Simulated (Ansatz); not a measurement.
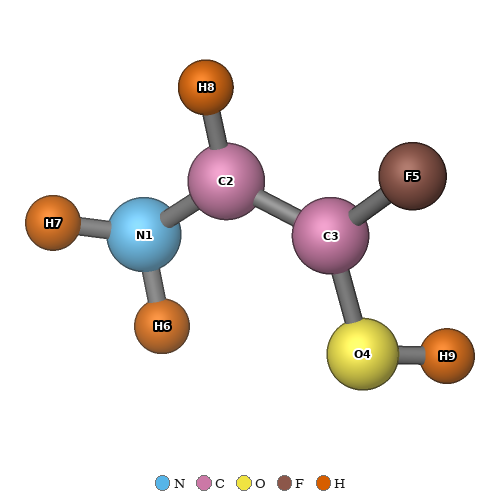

The system is C₂H₄FNO, SMILES NC=C(O)F; the picture shows the reference structure. 
- The first coordinate is: umbrella angle at N1 (between each of its bonds and their common axis; 90 is planar); the second: change of the bonds N1–C2, N1–H6, N1–H7, all alike.
- Nothing is relaxed (all other coordinates rigid).
- The grid has 13 × 13 points.
- Points are written as (first, second).
- Energies are in eV, from the lowest grid point.
- Computed with Ansatz 0.2.0, RKS CAM-B3LYP-D4/def2-SVP.

Its coordinates:

```xyz
9

N    -0.3966    0.0703   -1.4520
C     0.5643   -0.1914   -0.4682
C     0.3338   -0.1194    0.8401
O    -0.7973    0.3667    1.3881
F     1.2453   -0.5058    1.7438
H    -1.2274    0.5139   -1.0707
H    -0.0359    0.6166   -2.2284
H     1.5462   -0.5295   -0.8022
H    -1.1438   -0.2677    2.0320
```

Range: umbrella angle at N1 (between each of its bonds and their common axis; 90 is planar) from 61.0 to 119.0°; change of the bonds N1–C2, N1–H6, N1–H7, all alike from −0.126 to 0.194 Å.

Q: What will the energy surface look like?

A: The lowest grid point is at (109.3°, 0.008 Å). The highest grid point, (61.0°, −0.126 Å), lies 2.19 eV above the lowest. Round the minimum the valley is somewhat tilted: raising the first coordinate shifts the best value of the second coordinate upwards (coupling k₁₂/√(k₁₁k₂₂) about −0.3).

```tsv
second ↓, first →	61.0	65.8	70.7	75.5	80.3	85.2	90.0	94.8	99.7	104.5	109.3	114.2	119.0
0.194	1.67	1.66	1.75	1.89	2.04	2.14	2.17	2.10	1.97	1.79	1.63	1.53	1.54
0.168	1.36	1.33	1.40	1.52	1.65	1.74	1.76	1.70	1.57	1.42	1.28	1.20	1.23
0.141	1.08	1.02	1.06	1.16	1.27	1.34	1.36	1.31	1.19	1.06	0.94	0.89	0.94
0.114	0.83	0.74	0.76	0.84	0.93	0.99	1.00	0.95	0.85	0.74	0.64	0.61	0.70
0.088	0.64	0.52	0.52	0.57	0.64	0.69	0.70	0.65	0.57	0.47	0.39	0.39	0.50
0.061	0.49	0.35	0.31	0.35	0.40	0.44	0.44	0.40	0.32	0.24	0.19	0.21	0.36
0.034	0.42	0.24	0.18	0.19	0.22	0.25	0.25	0.21	0.15	0.08	0.06	0.11	0.28
0.008	0.42	0.21	0.12	0.11	0.12	0.14	0.14	0.10	0.05	0.01	0.00	0.08	0.28
−0.019	0.51	0.27	0.16	0.12	0.12	0.12	0.11	0.08	0.04	0.02	0.03	0.14	0.37
−0.046	0.72	0.45	0.30	0.24	0.22	0.21	0.20	0.17	0.14	0.13	0.18	0.31	0.58
−0.072	1.04	0.73	0.56	0.47	0.43	0.42	0.40	0.38	0.36	0.37	0.43	0.60	0.90
−0.099	1.53	1.18	0.97	0.86	0.81	0.78	0.76	0.74	0.74	0.76	0.85	1.05	1.39
−0.126	2.19	1.81	1.57	1.43	1.36	1.32	1.29	1.28	1.29	1.33	1.45	1.67	2.05
```

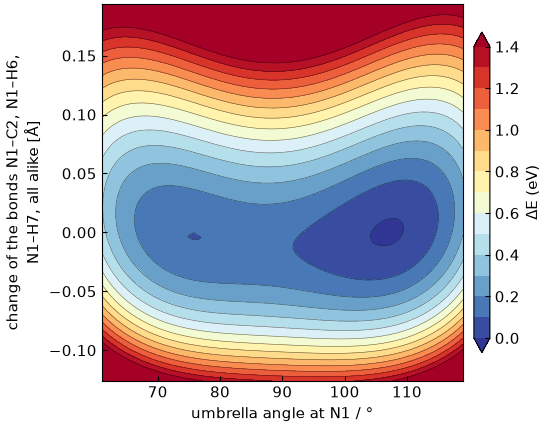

Drawn: filled contours, one colour for all values above the top of the scale. Between grid points the surface is interpolated.

Each point was launched as `ansatz run input.yaml --threads 1 --pin off --max-ram 2560MiB --backend cpu --events-out ev --progress --plain --runs-dir out`. Time for the 169 points that were run: 18 min on 1 thread of Arm Neoverse N1, on a shared host.
